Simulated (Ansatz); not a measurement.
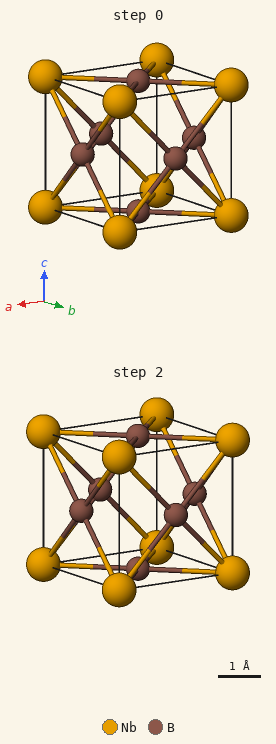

The structure of solid NbB3 (built on the Cu3Au (L1_2)_221 type) (coarse preliminary run) before (top) and after (bottom) a relaxation, at one scale.

A ball-and-stick model of the cell of the calculation, seen from a free direction.

Case: Cu3Au (L1_2) type (Pm-3m, No. 221).

Computed with DFT PBE, scalar-relativistic, plane waves, PAW in Ansatz.

Input
```yaml
crystal:
  lattice:
    - [3.2550050151, 0.0, 0.0]
    - [0.0, 3.2550050151, 0.0]
    - [0.0, 0.0, 3.2550050151]
  atoms:
    - { symbol: Nb, position: [0.0, 0.0, 0.0] }
    - { symbol: B, position: [0.0, 0.5, 0.5] }
    - { symbol: B, position: [0.5, 0.0, 0.5] }
    - { symbol: B, position: [0.5, 0.5, 0.0] }
basis:
  ecutwfc: 420
kpoints:
  mp_grid: { grid: [6, 6, 6] }
hamiltonian:
  xc: pbe
scf:
  occupations: { method: gaussian, width: 0.1 }
  lower_state_search: "off"
output:
  forces: true
  stress: true
  eigenvalues: true
relax:
  adjacent_minimum: "off"
  f_tol: 0.04
  max_steps: 70
  cell: { stress_tol: 0.4 }
```

Launched with:
```bash
ansatz run input.yaml --threads 1 --pin off --max-ram 2560MiB --backend cpu --events-out ev --progress --plain --runs-dir out
```

Question: What changed between the two?

Answer: No atom moves by more than 0.005 Å relative to the cell. The volume changes by +5.5 %, with a = b = c 3.255 → 3.314 Å (+1.8 %). Among the contacts that change: Nb1–Nb1 3.255 → 3.314 Å, Nb1–B2 2.302 → 2.343 Å. The space group stays Pm-3m (No. 221). The energy falls by 21.4 meV per atom in 1 accepted move (2 points after the start). All forces vanish by symmetry, so only the cell relaxes. Pressure: 14.68 GPa at the start and 0.38 GPa at the end. At 1 point the geometry stayed and the basis and grid were re-selected for the new cell (energy shift of 0.7 meV per atom at most each time).
